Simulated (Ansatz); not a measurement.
**U-revPBE/def2-TZVPPD run of NO (nitric oxide)**

What is the energy change on altering one bond length of NO (nitric oxide) at U-revPBE/def2-TZVPPD? 

The results are computed with Ansatz 0.2.0.

37 further runs of the same task are left out: 37 set aside as unsound or not needed.

### 1 The structure to begin with

The species is NO (2 atoms), meant as a doublet with charge 0. SMILES: `[N]=O`. Geometry: relaxed at PBE0-D4/def2-TZVP.

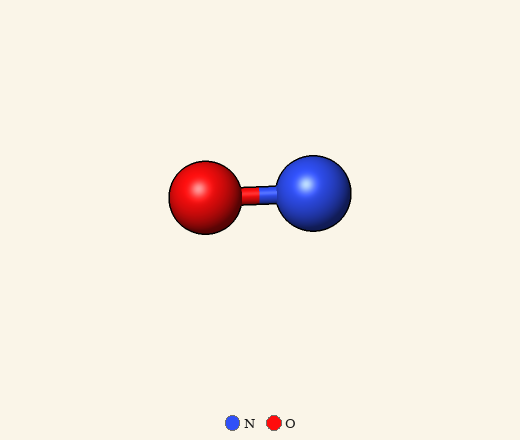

The structure, seen from a chosen angle (nitrogen blue, oxygen red).

### 2 A single-point energy at U-revPBE/def2-TZVPPD

File molecule.yaml:

```yaml
crystal:
  periodic: [false, false, false]
  atoms:
    - {symbol: N, position_ang: [-0.483620, 0.177030, -0.243990]}
    - {symbol: O, position_ang: [0.483620, -0.177030, 0.243990]}
basis:
  gaussian: {orbitals: def2-TZVPPD.json}
output: {orbitals: {seedname: orbitals}}
magnetization: {spin_polarized: true, initial_magnetization: 1}
hamiltonian: {xc: {name: revPBE}}
accuracy: high
```

The basis set def2-TZVPPD is read from a file made from the Basis Set Exchange's data (not shown).

Launch:

```
$ ansatz run molecule.yaml --threads 1 --pin off --max-ram 3480MiB --events-out events.jsonl --progress --plain --runs-dir runs
```

Output:

```text
Warning: RAYON_NUM_THREADS=1 ignored (pool sized by the plan → 1); use --threads N
Functional definition: revPBE
  name "revPBE"
  parameter kappa = 1.245
  parameter beta = 0.06672455060314922
  exchange = pbe_x(kappa = kappa, mu = beta*pi^2/3)
  correlation = pbe_c(beta = beta)
1070 factors; integrals over basis functions are off by at most 3.5e-9 eV
mean field evaluation 1: about -3534.1889 eV, gradient 1.8e1 eV
mean field evaluation 2: about -3534.0026 eV, gradient 1.9e1 eV
mean field evaluation 4: about -3535.2635 eV, gradient 1.3e0 eV
mean field evaluation 8: about -3535.2701 eV, gradient 1.1e-2 eV
mean field evaluation 16: about -3535.2701 eV, gradient 1.1e-6 eV
mean field evaluation 32: about -3535.2701 eV, gradient 6.6e-9 eV
mean field -3535.27009229 eV, -129.9187795997 hartree, gradient 6.6e-9 eV, S^2 0.752070; 1 other end points of the search recorded, 0 dependent functions left out
reference -3535.27009671 eV, -129.9187797618 hartree; 8, 7 occupied and 69, 70 virtual orbitals, 1070 factors
Total energy: -3535.27009671 eV, -129.9187797618 hartree
```

Wall time 3 s (1 thread of Arm Neoverse V1, shared host); peak memory 0.14 GiB.

### 3 The distorted shape

File run.yaml:

```yaml
crystal:
  periodic: [false, false, false]
  atoms:
    - {symbol: N, position_ang: [-1.257450, 0.460292, -0.634393]}
    - {symbol: O, position_ang: [0.483620, -0.177030, 0.243990]}
basis:
  gaussian:
    orbitals: def2-TZVPPD.json
magnetization:
  spin_polarized: true
  initial_magnetization: 1
hamiltonian:
  xc: {name: revPBE}
accuracy: high
output: {orbitals: {seedname: orbitals}}
```

The basis set def2-TZVPPD is read from a file made from the Basis Set Exchange's data (not shown).

Launch:

```
$ ansatz run run.yaml --threads 1 --pin off --max-ram 3480MiB --events-out events.jsonl --progress --plain --runs-dir runs
```

Output, shortened:

```text
Warning: RAYON_NUM_THREADS=1 ignored (pool sized by the plan → 1); use --threads N
[... 6 set-up lines as earlier in the session ...]
1034 factors; integrals over basis functions are off by at most 3.6e-9 eV
mean field evaluation 1: about -3511.6697 eV, gradient 6.0e1 eV
mean field evaluation 2: about -3284.6100 eV, gradient 1.6e2 eV
mean field evaluation 4: about -3479.2737 eV, gradient 1.0e2 eV
mean field evaluation 8: about -3529.1480 eV, gradient 2.7e-1 eV
mean field evaluation 16: about -3527.9572 eV, gradient 1.7e1 eV
mean field evaluation 32: about -3529.1496 eV, gradient 4.9e-6 eV
mean field evaluation 64: about -3528.5621 eV, gradient 2.6e0 eV
mean field -3529.14962020 eV, -129.6938563987 hartree, gradient 2.6e-8 eV, S^2 2.007015; 7 other end points of the search recorded, 0 dependent functions left out
reference -3529.14962453 eV, -129.6938565580 hartree; 8, 7 occupied and 69, 70 virtual orbitals, 1034 factors
Total energy: -3529.14962453 eV, -129.6938565580 hartree
```

Wall time 6 s (1 thread of Arm Neoverse V1, shared host); peak memory 0.15 GiB.

### 4 What came out

At U-revPBE/def2-TZVPPD:

| quantity | value |
| --- | --- |
| first shape: total energy | -129.91878 Eh |
| first shape: HOMO energy (highest over α and β) | -4.31 eV |
| first shape: LUMO energy (lowest over α and β) | -3.99 eV |
| first shape: ⟨S²⟩ | 0.752 |
| distorted shape: total energy | -129.69386 Eh |
| distorted shape: HOMO energy (highest over α and β) | -7.12 eV |
| distorted shape: LUMO energy (lowest over α and β) | -6.04 eV |
| distorted shape: ⟨S²⟩ | 2.007 |
| energy change with the N1–O2 bond stretched from 1.140 to 2.052 Å | 6.120 eV |

With the N1–O2 bond stretched from 1.140 to 2.052 Å the energy rises by 6.12 eV (591 kJ/mol). The first shape isn't relaxed at this level, so the change isn't measured from a minimum. ⟨S²⟩ (distorted shape) is 2.01 where a pure doublet has 0.75: the reference is spin-contaminated.
